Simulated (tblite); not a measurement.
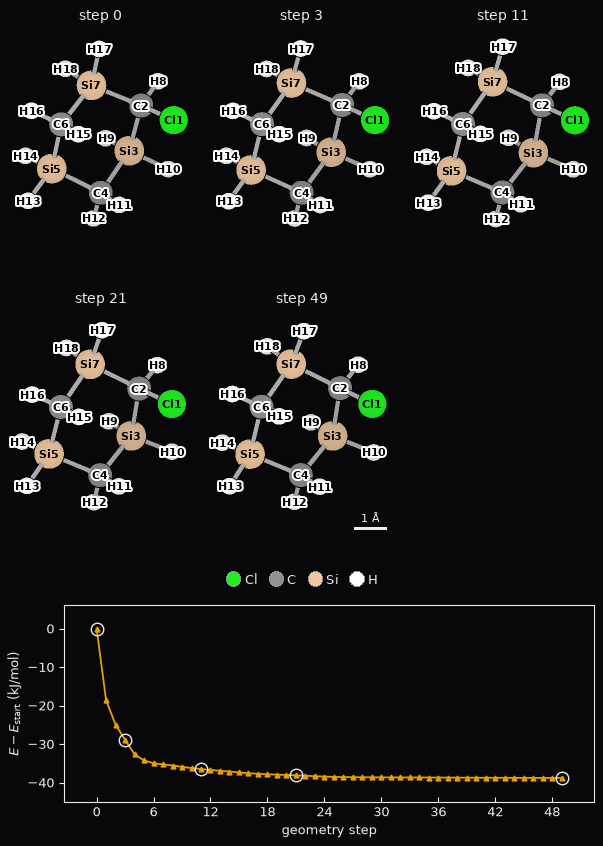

Frames of a relaxation of C3H11ClSi3, marked on the history of the run. A ball-and-stick model, seen at a tilt.

All numbers below come from GFN2-xTB geometry optimisation, gas phase in tblite. 

### What happens along the run?

Over 49 geometry steps the energy falls by 38.8 kJ/mol. The atom that moves furthest after the best rigid fit is H14 (0.19 Å). By element the largest moves are H 0.19 Å, Si 0.15 Å, Cl 0.09 Å, C 0.09 Å. Some distances before and after: C2–Si3 1.832 → 1.909 Å, C2–Si7 1.851 → 1.909 Å, Si5–C6 1.850 → 1.902 Å, C6–Si7 1.863 → 1.895 Å. Among the angles between lasting bonds that change: Si3–C2–Si7 107.4° → 116.8°, Si3–C4–Si5 106.1° → 114.6°, Si5–C6–Si7 106.6° → 114.6°. From step 0 to 3: Si atoms move most (0.09 Å), energy −28.9 kJ/mol. From step 3 to 11: H17 moves most (0.08 Å), energy −7.60 kJ/mol. From step 11 to 21: H atoms move most (0.10 Å), energy −1.64 kJ/mol. From step 21 to 49: H13 moves most (0.08 Å), energy −0.67 kJ/mol.

| step | E − E(0), kJ/mol |
| --- | --- |
| 0 | 0.00 |
| 1 | -18.57 |
| 2 | -24.95 |
| 3 | -28.88 |
| 4 | -32.66 |
| 5 | -34.25 |
| 6 | -34.97 |
| 7 | -35.27 |
| 8 | -35.56 |
| 9 | -35.91 |
| 10 | -36.22 |
| 12 | -36.71 |
| 14 | -37.14 |
| 16 | -37.56 |
| 18 | -37.85 |
| 20 | -38.02 |
| 22 | -38.23 |
| 24 | -38.45 |
| 26 | -38.58 |
| 28 | -38.62 |
| 31 | -38.65 |
| 33 | -38.67 |
| 35 | -38.69 |
| 37 | -38.71 |
| 39 | -38.72 |
| 41 | -38.75 |
| 43 | -38.76 |
| 45 | -38.78 |
| 47 | -38.79 |
| 49 | -38.79 |
